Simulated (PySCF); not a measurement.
Consider C5H11N3Si.

The calculation's input:

```
{"job": {"kind": "nmr", "xc": "PBE0", "basis": "pcSseg-1"}, "charge": 0, "multiplicity": 1}
C     -1.134683     0.660177    -1.881617
N     -0.874414     0.091735    -0.590298
C     -1.938520    -0.482767     0.218206
C     -1.072429    -0.916754     1.403906
Si     0.451100    -0.319022     0.427204
N      1.631269    -1.518574     0.074673
C      1.498831     1.174732     1.021636
C      2.508551     1.421626     0.051898
N      3.309799     1.574629    -0.752603
H     -1.847623     1.488345    -1.802691
H     -0.203482     1.034812    -2.301068
H     -1.553998    -0.087921    -2.564684
H     -2.701645     0.259623     0.471742
H     -2.427086    -1.320986    -0.290692
H     -1.317699    -0.396701     2.322829
H     -1.110593    -1.982251     1.595580
H      1.374344    -2.432787    -0.259027
H      2.542553    -1.251371    -0.259657
H      0.885833     2.066325     1.138080
H      1.974747     0.947810     1.973546
```

Command:

```sh
OMP_NUM_THREADS=1 python probes_run.py task.json out
```

Geometry: GFN2-xTB.

Theory: PBE0/pcSseg-1, SCF density, gas phase, non-relativistic (PySCF).

Q: What will maps of the electron density and electron localisation function show?

A: Si–N (1.72 Å): ρ at the midpoint is about 1.1 e/Å³; the ELF peaks at about 0.90 between the atoms (a shared but strongly polarised pair).
C–Si (1.91 Å): the density is about 0.9 e/Å³ at the midpoint; the ELF peaks at about 0.95 between the atoms (a shared electron pair).
C–C (1.53 Å): ρ is about 1.6 e/Å³ halfway; the ELF peaks at about 0.95 between the atoms (a shared electron pair).

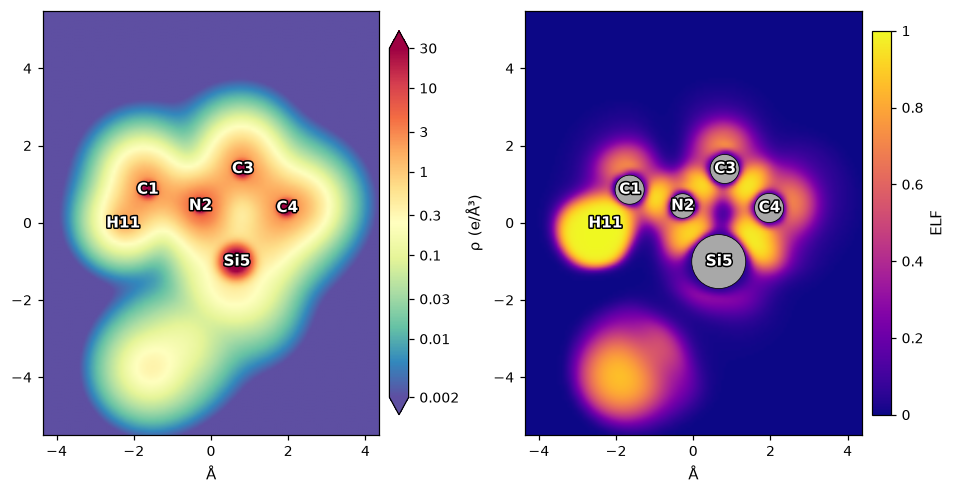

Computed electron density and electron localisation function on the plane of atoms C3, C4 and Si5, in this order. Grey discs cover the atomic cores in the ELF map. 
